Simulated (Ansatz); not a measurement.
# C2F4O (SMILES FC1(F)OC1(F)F): what the fields show

```xyz
7

F    -0.3081   -1.1705    1.3580
C    -0.1199   -0.7072    0.1387
F    -0.6117   -1.5524   -0.7447
O     1.1446   -0.1978   -0.1364
C     0.0802    0.6973   -0.1453
F     0.0899    1.6223    0.7933
F    -0.2138    1.2404   -1.3094
```

Geometry: PBE0-D4/def2-TZVP.

The calculation used Ansatz 0.2.0, RKS PBE0-D4/def2-TZVPP.

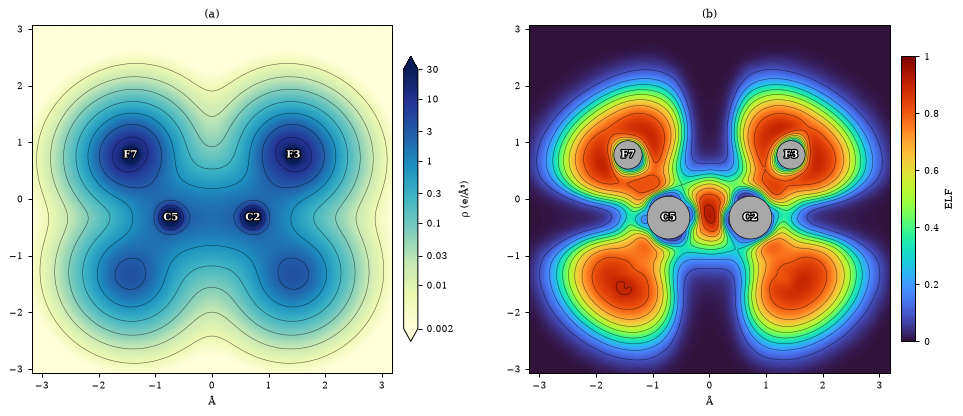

Figure 1. (a) total electron density; (b) ELF on the plane of atoms F3, C2 and C5. Grey discs cover the atomic cores in the ELF map.

Question: Read the bonding off the picture.

Answer:
- The plane passes through C and F nuclei.
- C–F (1.32 Å): the density is about 2.5 e/Å³ at the midpoint; the ELF peaks at about 0.85 between the atoms, as expected for a shared but strongly polarised pair.
- C–C (1.45 Å): ρ is about 1.9 e/Å³ halfway; the ELF peaks at about 0.95 between the atoms: a covalent bond.
- The ELF also peaks beside F6, F1, F7 and F3, away from the bonds: lone-pair regions.

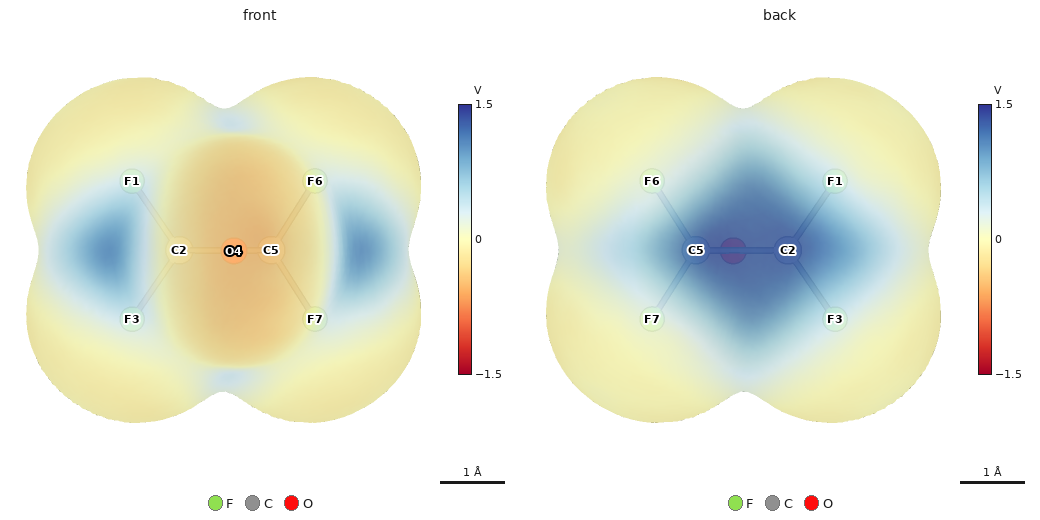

Figure 2. The electrostatic potential painted on the density surface at 0.001 e/bohr³, seen from the front and from behind; red is negative and blue positive.

Question: Which sites attract a positive test charge, and which a negative one?

Answer: A positive charge is drawn to the negative regions and a negative charge to the positive ones. The most negative region (about −0.4 V) lies over O4, the most positive (about +1.3 V) over C2 and C5.

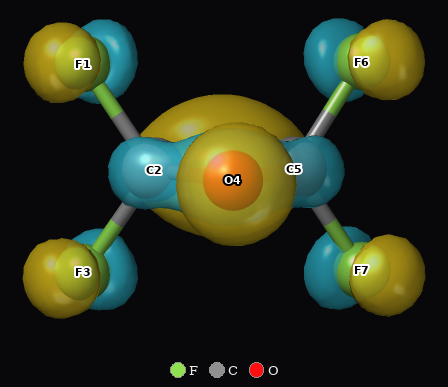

Figure 3. The HOMO at ±0.2 Å⁻³ᐟ² (yellow and cyan are the two phases), seen across its widest extent.

Question: Where does this orbital lie, and at what energy?

Answer: It lies mainly on O4 (about 25 %), C2 (about 20 %), C5 (about 20 %), F1 (about 10 %), F3 (about 10 %), F6 (about 10 %) and F7 (about 10 %). Its energy is −9.91 eV.
